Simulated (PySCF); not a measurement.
# C₄H₇N (SMILES C=C/N=C\C): what the fields show

```tsv
atom	x (Å)	y (Å)	z (Å)
C	1.7499	0.6125	0.4460
C	1.2956	-0.0083	-0.6383
N	0.3869	-1.0362	-0.6536
C	-0.8035	-1.0090	-0.2554
C	-1.5838	0.1665	0.2394
H	2.5694	1.3058	0.3917
H	1.3501	0.4013	1.4235
H	1.7402	0.1658	-1.6113
H	-1.3424	-1.9518	-0.3018
H	-1.0138	1.0860	0.1266
H	-1.8257	0.0232	1.2922
H	-2.5217	0.2437	-0.3086
```

Geometry: GFN2-xTB.

Method: PBE0/def2-SVPD, SCF density, gas phase (PySCF 2.14.0).

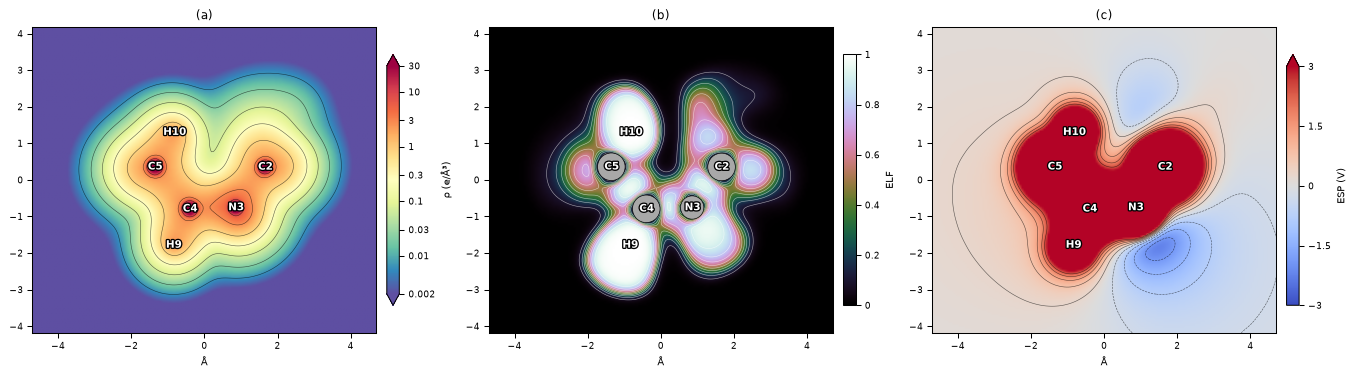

Figure 1. (a) total electron density; (b) ELF; (c) molecular electrostatic potential on the plane of atoms N3, C4 and C5. Grey discs cover the atomic cores in the ELF map.

What do the fields say about this system?

- Atoms in the plane: C, N and H.
- C–N (1.26 Å): ρ at the midpoint is about 2.8 e/Å³; the ELF peaks at about 0.90 between the atoms (a short, multiple covalent bond).
- C–H (1.09 Å): ρ at the midpoint is about 2 e/Å³; the ELF climbs to about 1 towards the hydrogen, as it does in any bond to H: a covalent bond by its length.
- C–N (1.37 Å): ρ at the midpoint is about 2.3 e/Å³; the ELF peaks at about 0.95 between the atoms (a covalent bond).
- C–C (1.50 Å): the density is about 1.7 e/Å³ at the midpoint; the ELF peaks at about 0.95 between the atoms; a shared electron pair.
- The ELF also peaks beside N3, away from the bonds: lone-pair regions.
- Outside the dense part of the molecule the potential is most negative (−2.2 V) near N3.

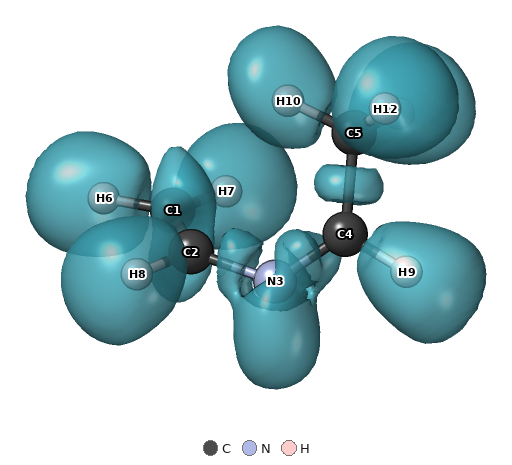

Figure 2. Isosurface of the ELF at 0.75 (cyan), seen at a tilt. Core shells and regions of very low density are left out.

Identify the bonds, lone pairs and shells in this picture.

The ELF exceeds this value in two regions between bonded C–C atoms (shared pairs), seven regions around hydrogen nuclei and one region on N in which the atom's valence shell and bonds are merged. Along the contacts the grid gives the following. C–C (1.33 Å): the ELF peaks at about 0.95 between the atoms (a multiple bond).

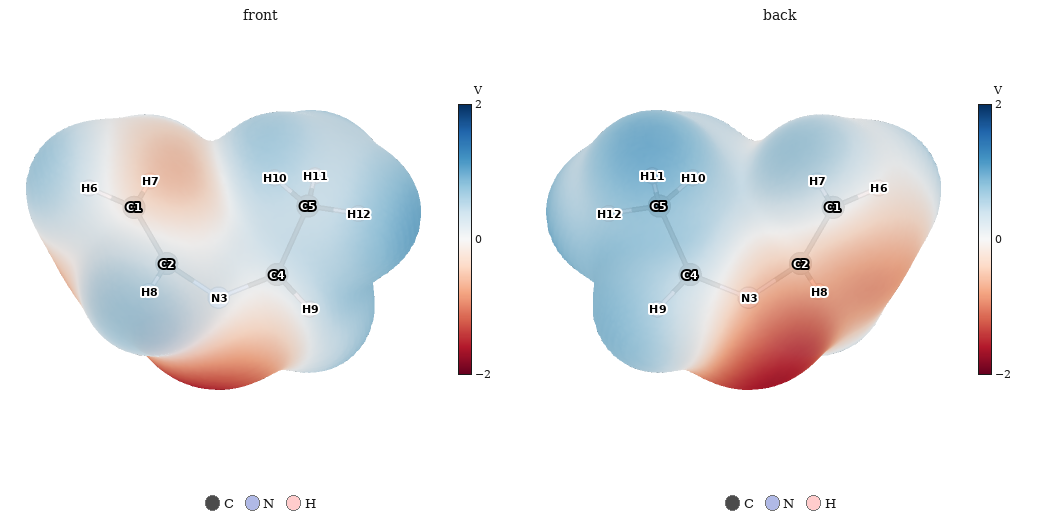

Figure 3. The electrostatic potential painted on the density surface at 0.002 e/bohr³, seen from the front and from behind; the colour scale runs from red (negative) to blue (positive).

Where is the surface potential most negative and most positive?

The most negative region (about −1.6 V) lies over N3, the most positive (about +1.0 V) over H11 and H12. N3 is the likeliest acceptor of a hydrogen bond.

What dipole moment does the calculation give?

Its dipole moment is 1.87 D.
